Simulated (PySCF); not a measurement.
# BF (SMILES [B]F) at FCI/STO-3G

What is the energy change on altering one bond length of BF at FCI/STO-3G? Input form: a Python script.

The calculation is run with PySCF 2.14.0.

23 further runs of the same task are left out: 9 that didn't finish, 14 set aside as unsound or not needed.

## (1) The system as given

BF has 2 atoms, charge 0, and is taken as a singlet. SMILES: `[B]F`. The shape is that of a GFN2-xTB optimisation.

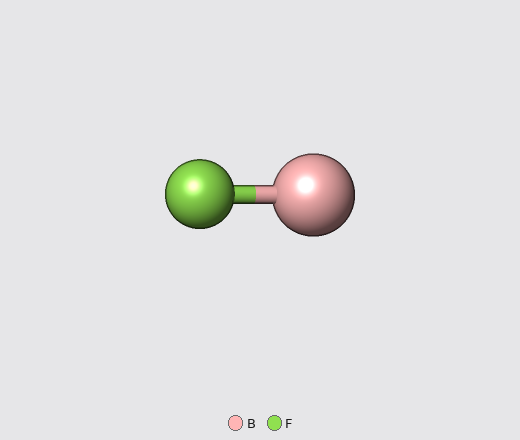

Viewed from a chosen angle; boron pink, fluorine green.

## (2) A single-point energy at FCI/STO-3G

Input file input.py:

```python
from pyscf import gto, scf, mcscf
from pyscf import fci

system = gto.M(
    atom='''
B    0.000000   0.000000   0.000000
F    0.000000   0.000000   1.244390
''',
    verbose=4,
    spin=0,
    basis='sto-3g',
    max_memory=1860,
)

mf = scf.RHF(system)
mf.conv_tol = 1e-10
mf.kernel()
if not mf.converged:
    mf = mf.newton().run(mf.mo_coeff, mf.mo_occ)

cas = mcscf.CASCI(mf, mf.mo_coeff.shape[-1] - 2, (system.nelec[0] - 2, system.nelec[1] - 2))  # full CI above the frozen core
cas.fcisolver = fci.direct_spin0.FCI(system)  # even spin states alone
cas.kernel()
print('<S^2> = %.4f' % cas.fcisolver.spin_square(cas.ci, cas.ncas, cas.nelecas)[0])
e_final = cas.e_tot
print('E = %.10f Eh' % e_final)
```

Run with:

```console
$ OMP_NUM_THREADS=1 python input.py
```

Standard output:

```text
PySCF version 2.14.0

[INPUT] num. atoms = 2
[INPUT] num. electrons = 14
[INPUT] charge = 0
[INPUT] spin (= nelec alpha-beta = 2S) = 0
[INPUT] symmetry False subgroup None
[INPUT] Mole.unit = angstrom
[INPUT] Symbol           X                Y                Z      unit          X                Y                Z       unit  Magmom
[INPUT]  1 B      0.000000000000   0.000000000000   0.000000000000 AA    0.000000000000   0.000000000000   0.000000000000 Bohr   0.0
[INPUT]  2 F      0.000000000000   0.000000000000   1.244390000000 AA    0.000000000000   0.000000000000   2.351556292148 Bohr   0.0

nuclear repulsion = 19.1362631421017
number of shells = 6
number of NR pGTOs = 30
number of NR cGTOs = 10
basis = sto-3g
ecp = {}

******** <class 'pyscf.scf.hf.RHF'> ********
method = RHF
initial guess = minao
damping factor = 0
level_shift factor = 0
DIIS = <class 'pyscf.scf.diis.CDIIS'>
diis_start_cycle = 1
diis_space = 8
diis_damp = 0
SCF conv_tol = 1e-10
SCF conv_tol_grad = None
SCF max_cycles = 50
direct_scf = True
direct_scf_tol = 1e-13
Set gradient conv threshold to 1e-05
Initial guess from minao.
init E= -122.385947726256
  HOMO = -0.21826038858119  LUMO = 0.219282681727286  gap/eV = 11.90615
cycle= 1 E= -122.31865508033  delta_E= 0.0673  |g|= 0.308  |ddm|= 1.51
  HOMO = -0.310627139403477  LUMO = 0.314526785569193  gap/eV = 17.01130
cycle= 2 E= -122.351664473267  delta_E= -0.033  |g|= 0.127  |ddm|= 0.599
  HOMO = -0.279160964440374  LUMO = 0.332022827491456  gap/eV = 16.63116
cycle= 3 E= -122.356528910455  delta_E= -0.00486  |g|= 0.0128  |ddm|= 0.133
  HOMO = -0.278343914044084  LUMO = 0.333377686217679  gap/eV = 16.64579
cycle= 4 E= -122.356628317437  delta_E= -9.94e-05  |g|= 0.00204  |ddm|= 0.0376
  HOMO = -0.278236453440949  LUMO = 0.333038449196408  gap/eV = 16.63364
cycle= 5 E= -122.356631210827  delta_E= -2.89e-06  |g|= 0.000436  |ddm|= 0.00581
  HOMO = -0.278303756140518  LUMO = 0.33311855566675  gap/eV = 16.63765
cycle= 6 E= -122.356631289887  delta_E= -7.91e-08  |g|= 5.71e-05  |ddm|= 0.000747
  HOMO = -0.278298414083812  LUMO = 0.333114598905238  gap/eV = 16.63740
cycle= 7 E= -122.356631291899  delta_E= -2.01e-09  |g|= 2.38e-06  |ddm|= 0.000149
  HOMO = -0.278298392568487  LUMO = 0.333115212071294  gap/eV = 16.63741
cycle= 8 E= -122.356631291901  delta_E= -1.76e-12  |g|= 5.33e-08  |ddm|= 4.57e-06
  HOMO = -0.278298391499123  LUMO = 0.33311523257996  gap/eV = 16.63741
Extra cycle  E= -122.356631291901  delta_E= 2.84e-14  |g|= 2.64e-08  |ddm|= 8.48e-08
converged SCF energy = -122.356631291901

******** <class 'pyscf.mcscf.casci.CASCI'> ********
CAS (5e+5e, 8o), ncore = 2, nvir = 0
natorb = False
canonicalization = True
sorting_mo_energy = False
******** <class 'pyscf.fci.direct_spin0.FCISolver'> ********
max. cycles = 100
conv_tol = 1e-10
davidson only = False
linear dependence = 1e-14
level shift = 0.001
max iter space = 12
nroots = 1
pspace_size = 400
spin = None
Density matrix diagonal elements [1.99640842 1.98538506 1.97574771 1.97574771 1.91183152 0.06601109
 0.06601109 0.0228574 ]
CASCI converged
CASCI E = -122.440800564792  E(CI) = -34.9930634238167  S^2 = 0.0000000
<S^2> = 0.0000
E = -122.4408005648 Eh
```

It took 0.58 s on 1 thread of Arm Neoverse V2, shared host; peak memory 0.12 GiB.

## (3) The distorted shape at the same level

Input file calc.py:

```python
from pyscf import gto, scf, mcscf
from pyscf import fci

mol = gto.M(
    atom='''
B      0.000000     0.000000    -0.995510
F      0.000000     0.000000     1.244390
''',
    basis='sto-3g',
    charge=0,
    verbose=4,
    max_memory=1860,
)

hf = scf.RHF(mol)
hf.conv_tol = 1e-10
hf.kernel()
if not hf.converged:
    hf = hf.newton().run(hf.mo_coeff, hf.mo_occ)

cas = mcscf.CASCI(hf, hf.mo_coeff.shape[-1] - 2, (mol.nelec[0] - 2, mol.nelec[1] - 2))  # full CI above the frozen core
cas.fcisolver = fci.direct_spin0.FCI(mol)  # even spin states alone
cas.kernel()
print('<S^2> = %.4f' % cas.fcisolver.spin_square(cas.ci, cas.ncas, cas.nelecas)[0])
e_tot = cas.e_tot
print(f'total energy: {e_tot:.8f} hartree')
```

Run with:

```console
$ OMP_NUM_THREADS=1 python calc.py
```

Standard output:

```text
PySCF version 2.14.0

[INPUT] num. atoms = 2
[INPUT] num. electrons = 14
[INPUT] charge = 0
[INPUT] spin (= nelec alpha-beta = 2S) = 0
[INPUT] symmetry False subgroup None
[INPUT] Mole.unit = angstrom
[INPUT] Symbol           X                Y                Z      unit          X                Y                Z       unit  Magmom
[INPUT]  1 B      0.000000000000   0.000000000000  -0.995510000000 AA    0.000000000000   0.000000000000  -1.881241254266 Bohr   0.0
[INPUT]  2 F      0.000000000000   0.000000000000   1.244390000000 AA    0.000000000000   0.000000000000   2.351556292148 Bohr   0.0

nuclear repulsion = 10.6312667937854
number of shells = 6
number of NR pGTOs = 30
number of NR cGTOs = 10
basis = sto-3g
ecp = {}

******** <class 'pyscf.scf.hf.RHF'> ********
method = RHF
initial guess = minao
damping factor = 0
level_shift factor = 0
DIIS = <class 'pyscf.scf.diis.CDIIS'>
diis_start_cycle = 1
diis_space = 8
diis_damp = 0
SCF conv_tol = 1e-10
SCF conv_tol_grad = None
SCF max_cycles = 50
direct_scf = True
direct_scf_tol = 1e-13
Set gradient conv threshold to 1e-05
[... 1 set-up line as earlier in the session ...]
init E= -121.510783001956
  HOMO = -0.386229281046923  LUMO = 0.167219428525572  gap/eV = 15.06011
cycle= 1 E= -121.855131545548  delta_E= -0.344  |g|= 0.295  |ddm|= 0.975
  HOMO = 0.0286852799749176  LUMO = 0.111216664536654  gap/eV = 2.24579
cycle= 2 E= -115.165067622331  delta_E= 6.69  |g|= 4.66  |ddm|= 4.12
  HOMO = -0.0245045529127332  LUMO = 0.0955435206789656  gap/eV = 3.26667
cycle= 3 E= -121.986730542384  delta_E= -6.82  |g|= 0.333  |ddm|= 3.25
  HOMO = -0.230582334715371  LUMO = 0.228208156878955  gap/eV = 12.48433
cycle= 4 E= -122.04256563011  delta_E= -0.0558  |g|= 0.111  |ddm|= 0.495
  HOMO = -0.186279338492828  LUMO = 0.195769033231789  gap/eV = 10.39607
cycle= 5 E= -122.054839096379  delta_E= -0.0123  |g|= 0.02  |ddm|= 0.439
  HOMO = -0.201280238308143  LUMO = 0.212229881950402  gap/eV = 11.25218
cycle= 6 E= -122.05511357286  delta_E= -0.000274  |g|= 0.00834  |ddm|= 0.068
  HOMO = -0.203088890317939  LUMO = 0.213260297577244  gap/eV = 11.32944
cycle= 7 E= -122.055176629142  delta_E= -6.31e-05  |g|= 0.00307  |ddm|= 0.0263
  HOMO = -0.203171166410164  LUMO = 0.213135118016596  gap/eV = 11.32827
cycle= 8 E= -122.055179920808  delta_E= -3.29e-06  |g|= 0.00221  |ddm|= 0.00203
  HOMO = -0.203304075892092  LUMO = 0.212758838863519  gap/eV = 11.32165
cycle= 9 E= -122.055183372595  delta_E= -3.45e-06  |g|= 3.84e-05  |ddm|= 0.00458
  HOMO = -0.203293434427249  LUMO = 0.212737898605229  gap/eV = 11.32079
cycle= 10 E= -122.055183374741  delta_E= -2.15e-09  |g|= 2.83e-05  |ddm|= 0.000211
  HOMO = -0.203291099516011  LUMO = 0.212742899766665  gap/eV = 11.32086
cycle= 11 E= -122.055183375302  delta_E= -5.61e-10  |g|= 9.22e-07  |ddm|= 6e-05
  HOMO = -0.203291137914928  LUMO = 0.212742850012668  gap/eV = 11.32086
cycle= 12 E= -122.055183375302  delta_E= -3.41e-13  |g|= 6.24e-07  |ddm|= 6.94e-07
  HOMO = -0.203291331998244  LUMO = 0.212742983256038  gap/eV = 11.32087
Extra cycle  E= -122.055183375302  delta_E= -2.27e-13  |g|= 3.45e-07  |ddm|= 1.99e-06
converged SCF energy = -122.055183375302

******** <class 'pyscf.mcscf.casci.CASCI'> ********
CAS (5e+5e, 8o), ncore = 2, nvir = 0
natorb = False
canonicalization = True
sorting_mo_energy = False
******** <class 'pyscf.fci.direct_spin0.FCISolver'> ********
max. cycles = 100
conv_tol = 1e-10
davidson only = False
linear dependence = 1e-14
level shift = 0.001
max iter space = 12
nroots = 1
pspace_size = 400
spin = None
Density matrix diagonal elements [1.99894822 1.87998604 1.91536665 1.91536665 1.64908573 0.13855686
 0.13855686 0.36413299]
CASCI converged
CASCI E = -122.220650134791  E(CI) = -30.8072710618190  S^2 = 0.0000000
<S^2> = 0.0000
total energy: -122.22065013 hartree
```

It took 0.6 s on 1 thread of Arm Neoverse V2, shared host; peak memory 0.12 GiB.

## (4) Outcome

Level: FCI/STO-3G, 2 core orbitals frozen.

| quantity | value |
| --- | --- |
| first shape: total energy | -122.44080 Eh |
| first shape: dipole moment (Hartree–Fock density) | 1.17 D |
| first shape: HOMO energy (Hartree–Fock orbitals) | -7.57 eV |
| first shape: LUMO energy (Hartree–Fock orbitals) | 9.06 eV |
| first shape: HOMO–LUMO gap (Hartree–Fock orbitals) | 16.64 eV |
| first shape: correlation energy (2 core orbitals frozen) | -84.2 mEh |
| distorted shape: total energy | -122.22065 Eh |
| distorted shape: dipole moment (Hartree–Fock density) | 2.45 D |
| distorted shape: HOMO energy (Hartree–Fock orbitals) | -5.53 eV |
| distorted shape: LUMO energy (Hartree–Fock orbitals) | 5.79 eV |
| distorted shape: HOMO–LUMO gap (Hartree–Fock orbitals) | 11.32 eV |
| distorted shape: correlation energy (2 core orbitals frozen) | -165.5 mEh |
| energy change with the B1–F2 bond stretched from 1.244 to 2.240 Å | 5.991 eV |

In words: With the B1–F2 bond stretched from 1.244 to 2.240 Å the energy rises by 5.99 eV (578 kJ/mol). The first shape isn't relaxed at this level, so the change isn't measured from a minimum. The minimal basis adds a large error of its own.
